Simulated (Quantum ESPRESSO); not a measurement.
# NbSi3 (Pm-3m): zone-centre phonons

Aim: the zone-centre modes of NbSi3 (Pm-3m).

Calculated with Quantum ESPRESSO 7.5; DFT LDA, scalar-relativistic, plane waves, JTH PAW pseudopotentials.

The structure was built from a prototype and need not be the compound's stable phase.

## 1. The starting structure

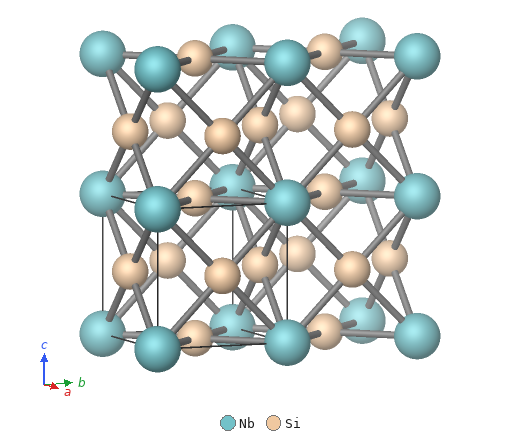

Start, viewed slightly off an axis; niobium teal, silicon light orange. 1×2×2 cells are drawn. Some periodic images of atoms are drawn too.

## 2. A first look

A cheap run with smearing and empty bands tells whether the crystal has a gap, which decides between fixed occupations and smearing later on.

Input file probe.in:

```
 &control
    calculation='scf',
    prefix='x',
    outdir='./tmp',
    pseudo_dir='./pseudo',
    tprnfor=.true.,
    tstress=.true.,
    verbosity='high',
 /
 &system
    ibrav=0,
    nat=4,
    ntyp=2,
    ecutwfc=40.0,
    ecutrho=200.0,
    occupations='smearing',
    smearing='gaussian',
    degauss=0.01,
 /
 &electrons
    conv_thr=1.0d-07,
    mixing_beta=0.7,
    electron_maxstep=100,
 /
ATOMIC_SPECIES
 Nb     92.9064  Nb.upf
 Si     28.0850  Si.upf
CELL_PARAMETERS angstrom
     3.925279570    0.000000000    0.000000000
     0.000000000    3.925279570    0.000000000
     0.000000000    0.000000000    3.925279570
ATOMIC_POSITIONS crystal
 Nb     0.000000000   0.000000000   0.000000000
 Si     0.000000000   0.500000000   0.500000000
 Si     0.500000000   0.000000000   0.500000000
 Si     0.500000000   0.500000000   0.000000000
K_POINTS automatic
 6 6 6 0 0 0
```

The run is started by

```sh
OMP_NUM_THREADS=1 mpirun -n 4 pw.x -nk 4 -in probe.in > probe.out
```

Log:

```text
[banners, grids, parts of the stress and lines that vanish by symmetry left out]
Program PWSCF v.7.5
     file Nb.upf: wavefunction(s)  5S 5P 4D 0D renormalized
     file Si.upf: wavefunction(s)  0S 0P renormalized
[...]
kinetic-energy cutoff     =      40.0000  Ry
     charge density cutoff     =     200.0000  Ry
     scf convergence threshold =      1.0E-07
[...]
Exchange-correlation= SLA PW NOGX NOGC
                           (   1   4   0   0   0   0   0)
[...]
48 Sym. Ops., with inversion, found
[...]
(     0          1          0      )
                  (     0          0          1      )
[...]
(  0.0000000  1.0000000  0.0000000 )
                  (  0.0000000  0.0000000  1.0000000 )
[...]
(     0         -1          0      )
                  (     0          0          1      )
[...]
( -1.0000000  0.0000000  0.0000000 )
                  (  0.0000000  1.0000000  0.0000000 )
[...]
number of k points=    20  Gaussian smearing, width (Ry)=  0.0100
[...]
c_bands:  1 eigenvalues not converged
[...]
End of self-consistent calculation
[...]
the Fermi energy is    13.1416 ev
!    total energy              =    -459.99802172 Ry
[...]
convergence has been achieved in   7 iterations
[...]
atom    1 type  1   force =     0.00000000    0.00000000    0.00000000
     atom    2 type  2   force =     0.00000000    0.00000000    0.00000000
     atom    3 type  2   force =     0.00000000    0.00000000    0.00000000
     atom    4 type  2   force =     0.00000000    0.00000000    0.00000000
[...]
Total force =     0.000000     Total SCF correction =     0.000000
[...]
total   stress  (Ry/bohr**3)                   (kbar)     P=      -92.82
[...]
XML data file, charge density, pseudopotentials, collected wavefunctions

   JOB DONE.
```

The job ended after 3 s (4 MPI ranks of Arm Neoverse V2, shared host; 12 s of CPU time).

Numbers from this step:

```
volume per atom   : 15.12 Å³
pressure          : -9.282 GPa
gap on the k-mesh : 0 eV
```

No gap opens on this mesh, so smearing is kept; the start stands at -9.3 GPa.

## 3. Relaxation

The harmonic expansion starts where the forces on the atoms vanish, and stress shifts the frequencies, so cell and atoms are relaxed with tight thresholds.

Input file relax.in:

```
 &control
    calculation='vc-relax',
    prefix='x',
    outdir='./tmp',
    pseudo_dir='./pseudo',
    tprnfor=.true.,
    tstress=.true.,
    forc_conv_thr=2.0d-05,
    etot_conv_thr=1.0d-07,
    nstep=40,
 /
 &system
    ibrav=0,
    nat=4,
    ntyp=2,
    ecutwfc=40.0,
    ecutrho=200.0,
    occupations='smearing',
    smearing='mv',
    degauss=0.02,
 /
 &electrons
    conv_thr=1.0d-11,
    mixing_beta=0.7,
    electron_maxstep=100,
 /
 &ions
 /
 &cell
    press_conv_thr=0.2,
 /
ATOMIC_SPECIES
 Nb     92.9064  Nb.upf
 Si     28.0850  Si.upf
CELL_PARAMETERS angstrom
     3.925279570    0.000000000    0.000000000
     0.000000000    3.925279570    0.000000000
     0.000000000    0.000000000    3.925279570
ATOMIC_POSITIONS crystal
 Nb     0.000000000   0.000000000   0.000000000
 Si     0.000000000   0.500000000   0.500000000
 Si     0.500000000   0.000000000   0.500000000
 Si     0.500000000   0.500000000   0.000000000
K_POINTS automatic
 8 8 8 0 0 0
```

The run is started by

```sh
OMP_NUM_THREADS=1 mpirun -n 4 pw.x -nk 4 -in relax.in > relax.out
```

Log:

```text
[banners, grids, parts of the stress and lines that vanish by symmetry left out]
[banner, memory and clock lines left out]
Program PWSCF v.7.5

[...]
kinetic-energy cutoff     =      40.0000  Ry
     charge density cutoff     =     200.0000  Ry
     scf convergence threshold =      1.0E-11
[...]
energy convergence thresh.=      1.0E-07
     force convergence thresh. =      2.0E-05
     press convergence thresh. =      2.0E-01
     Exchange-correlation= SLA PW NOGX NOGC
                           (   1   4   0   0   0   0   0)
[...]
48 Sym. Ops., with inversion, found
[...]
number of k points=    35  Marzari-Vanderbilt smearing, width (Ry)=  0.0200
[...]
c_bands:  3 eigenvalues not converged
[...]
End of self-consistent calculation
[...]
the Fermi energy is    13.2084 ev
!    total energy              =    -459.99679446 Ry
[...]
convergence has been achieved in  11 iterations
[...]
atom    1 type  1   force =     0.00000000    0.00000000    0.00000000
     atom    2 type  2   force =     0.00000000    0.00000000    0.00000000
     atom    3 type  2   force =     0.00000000    0.00000000    0.00000000
     atom    4 type  2   force =     0.00000000    0.00000000    0.00000000
     Total force =     0.000000     Total SCF correction =     0.000000
[...]
total   stress  (Ry/bohr**3)                   (kbar)     P=      -95.00
[...]
number of bfgs steps    =   0
[...]
CELL_PARAMETERS (angstrom)
[...]
ATOMIC_POSITIONS (crystal)
Nb               0.0000000000        0.0000000000        0.0000000000
Si               0.0000000000        0.5000000000        0.5000000000
Si               0.5000000000        0.0000000000        0.5000000000
Si               0.5000000000        0.5000000000        0.0000000000
[...]
New effective cutoffs (rho, wfc):  206.06   41.30
[...]
End of self-consistent calculation
[...]
the Fermi energy is    14.0164 ev
!    total energy              =    -460.00571184 Ry
[...]
convergence has been achieved in  26 iterations
[...]
atom    1 type  1   force =     0.00000000    0.00000000    0.00000000
     atom    2 type  2   force =     0.00000000    0.00000000    0.00000000
     atom    3 type  2   force =     0.00000000    0.00000000    0.00000000
     atom    4 type  2   force =     0.00000000    0.00000000    0.00000000
     Total force =     0.000000     Total SCF correction =     0.000000
[...]
total   stress  (Ry/bohr**3)                   (kbar)     P=      -37.29
[...]
number of bfgs steps    =   1
[...]
CELL_PARAMETERS (angstrom)
[...]
ATOMIC_POSITIONS (crystal)
[...]
New effective cutoffs (rho, wfc):  210.27   42.14
[...]
End of self-consistent calculation
[...]
the Fermi energy is    14.5394 ev
!    total energy              =    -460.00701750 Ry
[...]
convergence has been achieved in  25 iterations
[...]
atom    1 type  1   force =     0.00000000    0.00000000    0.00000000
     atom    2 type  2   force =     0.00000000    0.00000000    0.00000000
     atom    3 type  2   force =     0.00000000    0.00000000    0.00000000
     atom    4 type  2   force =     0.00000000    0.00000000    0.00000000
     Total force =     0.000000     Total SCF correction =     0.000000
[...]
total   stress  (Ry/bohr**3)                   (kbar)     P=        5.37
[...]
number of bfgs steps    =   2
[...]
CELL_PARAMETERS (angstrom)
[...]
ATOMIC_POSITIONS (crystal)
[...]
New effective cutoffs (rho, wfc):  209.75   42.04
[...]
End of self-consistent calculation
[...]
the Fermi energy is    14.4736 ev
!    total energy              =    -460.00704218 Ry
[...]
convergence has been achieved in  20 iterations
[...]
atom    1 type  1   force =     0.00000000    0.00000000    0.00000000
     atom    2 type  2   force =     0.00000000    0.00000000    0.00000000
     atom    3 type  2   force =     0.00000000    0.00000000    0.00000000
     atom    4 type  2   force =     0.00000000    0.00000000    0.00000000
     Total force =     0.000000     Total SCF correction =     0.000000
[...]
total   stress  (Ry/bohr**3)                   (kbar)     P=       -0.24
[...]
number of bfgs steps    =   3
[...]
CELL_PARAMETERS (angstrom)
[...]
ATOMIC_POSITIONS (crystal)
[...]
New effective cutoffs (rho, wfc):  209.77   42.04
[...]
End of self-consistent calculation
[...]
the Fermi energy is    14.4764 ev
!    total energy              =    -460.00704223 Ry
[...]
convergence has been achieved in  15 iterations
[...]
atom    1 type  1   force =     0.00000000    0.00000000    0.00000000
     atom    2 type  2   force =     0.00000000    0.00000000    0.00000000
     atom    3 type  2   force =     0.00000000    0.00000000    0.00000000
     atom    4 type  2   force =     0.00000000    0.00000000    0.00000000
     Total force =     0.000000     Total SCF correction =     0.000000
[...]
total   stress  (Ry/bohr**3)                   (kbar)     P=       -0.00
[...]
bfgs converged in   5 scf cycles and   4 bfgs steps
[...]
End of BFGS Geometry Optimization
     Final enthalpy           =    -460.0070422292 Ry
     File ./tmp/x.bfgs deleted, as requested
[...]
CELL_PARAMETERS (angstrom)
[...]
ATOMIC_POSITIONS (crystal)
[...]
Si               0.5000000000        0.0000000000        0.5000000000
Si               0.5000000000        0.5000000000        0.0000000000
[...]
Final scf calculation at the relaxed structure.
[...]
kinetic-energy cutoff     =      40.0000  Ry
     charge density cutoff     =     200.0000  Ry
     scf convergence threshold =      1.0E-13
[...]
press convergence thresh. =      2.0E-01
     Exchange-correlation= SLA PW NOGX NOGC
                           (   1   4   0   0   0   0   0)
[...]
48 Sym. Ops., with inversion, found
[...]
number of k points=    35  Marzari-Vanderbilt smearing, width (Ry)=  0.0200
[...]
c_bands:  1 eigenvalues not converged
     c_bands:  1 eigenvalues not converged
     c_bands:  1 eigenvalues not converged
     c_bands:  2 eigenvalues not converged
[...]
c_bands:  1 eigenvalues not converged
[...]
End of self-consistent calculation
[...]
the Fermi energy is    14.4765 ev
!    total energy              =    -460.00674534 Ry
[...]
convergence has been achieved in  12 iterations
[...]
atom    1 type  1   force =     0.00000000    0.00000000    0.00000000
     atom    2 type  2   force =     0.00000000    0.00000000    0.00000000
     atom    3 type  2   force =     0.00000000    0.00000000    0.00000000
     atom    4 type  2   force =     0.00000000    0.00000000    0.00000000
     Total force =     0.000000     Total SCF correction =     0.000000
[...]
total   stress  (Ry/bohr**3)                   (kbar)     P=        0.22
[...]
XML data file, charge density, pseudopotentials, collected wavefunctions
```

Wall time 44 s (4 MPI ranks); 2.9 min of CPU time.

Relaxation path:

```tsv
step	energy less that of the first step (eV)	largest force (eV/Å)	pressure (GPa)	volume (Å³)
1	0.0000	0.0000	-9.50	60.48
2	-0.1213	0.0000	-3.73	57.60
3	-0.1391	0.0000	0.54	55.88
4	-0.1394	0.0000	-0.02	56.09
5	-0.1394	0.0000	0.00	56.08
6	-0.1354	0.0000	0.02	56.08
```

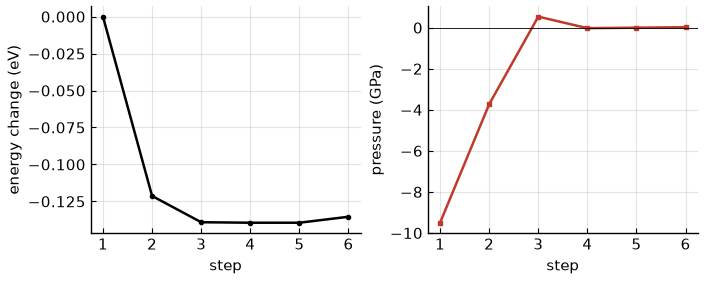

Energy and pressure along the relaxation.

```tsv
conventional cell, symmetrised	before	after	change
a (Å)	3.925	3.828	-2.5 %
b (Å)	3.925	3.828	-2.5 %
c (Å)	3.925	3.828	-2.5 %
volume (Å³/atom)	15.12	14.02	-7.3 %
```

The last row of the table of steps is pw.x's closing run on a basis chosen anew for the final cell, so its energy can jump.

Read from the output:

- volume per atom: 14.02 Å³
- pressure: 0.02200 GPa

The volume changes by -7.3 % from the cell with which this run began.

## 4. Ground state

The response is built on this ground state, so it is converged far tighter than an energy would need. Smearing stays on, as the first look found no gap above 0.3 eV.

Input file scf.in:

```
 &control
    calculation='scf',
    prefix='x',
    outdir='./tmp',
    pseudo_dir='./pseudo',
    tprnfor=.true.,
    tstress=.true.,
 /
 &system
    ibrav=0,
    nat=4,
    ntyp=2,
    ecutwfc=40.0,
    ecutrho=200.0,
    occupations='smearing',
    smearing='mv',
    degauss=0.02,
 /
 &electrons
    conv_thr=1.0d-12,
    mixing_beta=0.7,
    electron_maxstep=100,
 /
ATOMIC_SPECIES
 Nb     92.9064  Nb.upf
 Si     28.0850  Si.upf
CELL_PARAMETERS angstrom
     3.827661318    0.000000000    0.000000000
     0.000000000    3.827661318    0.000000000
     0.000000000    0.000000000    3.827661318
ATOMIC_POSITIONS crystal
 Nb     0.000000000   0.000000000   0.000000000
 Si     0.000000000   0.500000000   0.500000000
 Si     0.500000000   0.000000000   0.500000000
 Si     0.500000000   0.500000000   0.000000000
K_POINTS automatic
 8 8 8 0 0 0
```

The run is started by

```sh
OMP_NUM_THREADS=1 mpirun -n 4 pw.x -nk 4 -in scf.in > scf.out
```

Log:

```text
[banners, grids, parts of the stress and lines that vanish by symmetry left out]
[banner, memory and clock lines left out]
Program PWSCF v.7.5

[...]
kinetic-energy cutoff     =      40.0000  Ry
     charge density cutoff     =     200.0000  Ry
     scf convergence threshold =      1.0E-12
[...]
Exchange-correlation= SLA PW NOGX NOGC
                           (   1   4   0   0   0   0   0)
[...]
48 Sym. Ops., with inversion, found
[...]
number of k points=    35  Marzari-Vanderbilt smearing, width (Ry)=  0.0200
[...]
c_bands:  1 eigenvalues not converged
[...]
c_bands:  2 eigenvalues not converged
[...]
End of self-consistent calculation
[...]
the Fermi energy is    14.4765 ev
!    total energy              =    -460.00674534 Ry
[...]
convergence has been achieved in  14 iterations
[...]
atom    1 type  1   force =     0.00000000    0.00000000    0.00000000
     atom    2 type  2   force =     0.00000000    0.00000000    0.00000000
     atom    3 type  2   force =     0.00000000    0.00000000    0.00000000
     atom    4 type  2   force =     0.00000000    0.00000000    0.00000000
     Total force =     0.000000     Total SCF correction =     0.000000
[...]
total   stress  (Ry/bohr**3)                   (kbar)     P=        0.22
[...]
XML data file, charge density, pseudopotentials, collected wavefunctions
```

Elapsed: 9.2 s, on 4 MPI ranks.

The cell stands at 0.022 GPa, close enough for phonons.

(Continued in part 2 of 2.)

[Host names and launcher messages were left out of these logs when they were recorded.]

[Logs are printed without paths, hosts, clocks, repeated set-up lines and the standing remarks that a program may print on its own settings, such as how far it seeks lower states.]

[Hosts, paths, dates, database ids (printed as entryN), source tags and the programs' standing remarks are cut or masked in the printed files.]
